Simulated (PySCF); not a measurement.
## Electronic structure of AlC (charge −1, triplet) in real space

```xyz
2

Al    0.0000    0.0000   -0.5778
C     0.0000    0.0000    1.2992
```

⟨S²⟩ = 2.09, above the pure value of 2.00.

All numbers below come from PBE0/def2-SVPD, non-relativistic Hamiltonian with scalar-relativistic core potentials where named, at a bond length of 1.877 Å (PySCF).

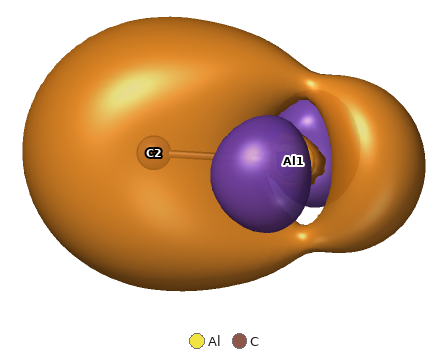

Figure 1. Isosurfaces of the spin density at +0.015 (orange) and −0.015 e/Å³ (purple), seen from one side.

Which atoms carry the spin?

Answer. The unpaired spin (2 electrons) lies mostly on C2 (about 1.7) and Al1 (about 0.3), in electrons by Hirshfeld's partition.

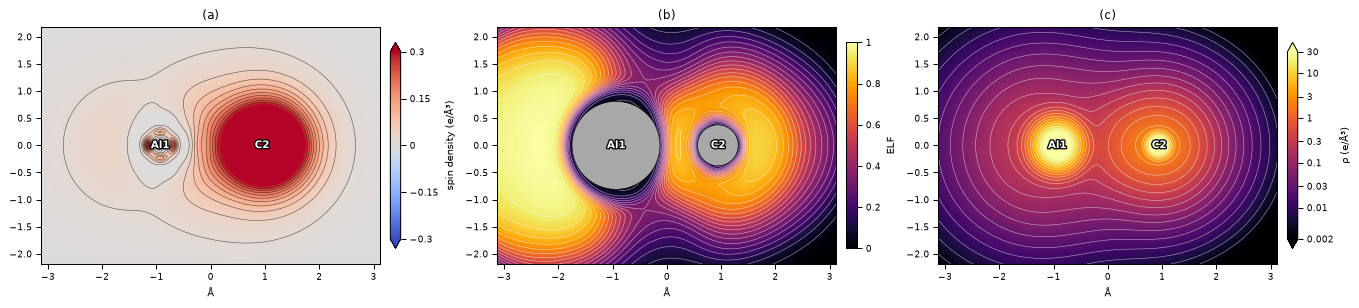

Figure 2. (a) spin density; (b) electron localisation function; (c) total electron density on a plane that holds the molecular axis. Grey discs cover the atomic cores in the ELF map.

Describe what can be read from this map.

Answer.
- The plane passes through Al and C nuclei.
- C–Al (1.88 Å): ρ at the midpoint is about 0.63 e/Å³; the ELF peaks at about 0.85 in the valence shell of C, 0.7 Å from its nucleus, and is about 0.60 at the midpoint.
- The ELF also peaks beside Al1 and C2, away from the bonds: non-bonding electrons, paired or unpaired.
